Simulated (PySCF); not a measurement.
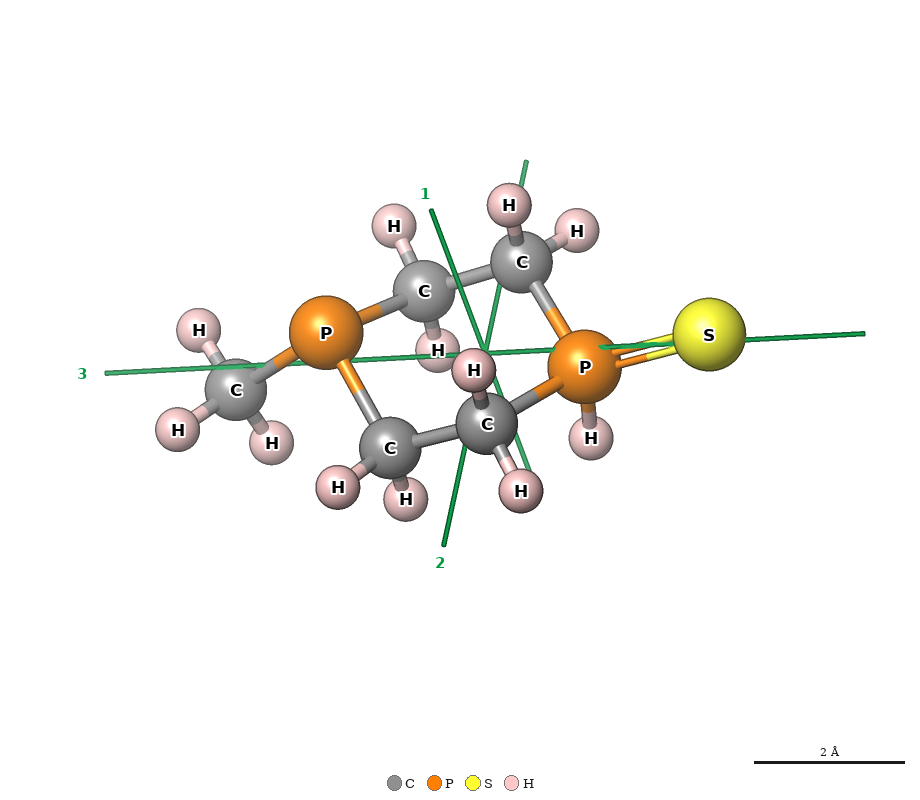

The three principal axes of inertia are drawn and numbered. Distant atoms are faded towards the background colour. The computed structure is the end point of a PBE0-D3(BJ)/def2-SVP optimisation. No frequency run is at hand to confirm it as a minimum. Masses are those of the most abundant isotopes; constants are for the rigid equilibrium geometry.

### Which line is the a axis (least moment of inertia), which b and which c?

a is line 3, b is line 2, c is line 1; the moments are 162, 787, 884 u Å².

### What kind of rotor is it, and what are its rotational constants in cm⁻¹?

An asymmetric top (Cs): A = 0.104, B = 0.0214, C = 0.0191 cm⁻¹. Ray's parameter κ is −0.94, close to the prolate limit.
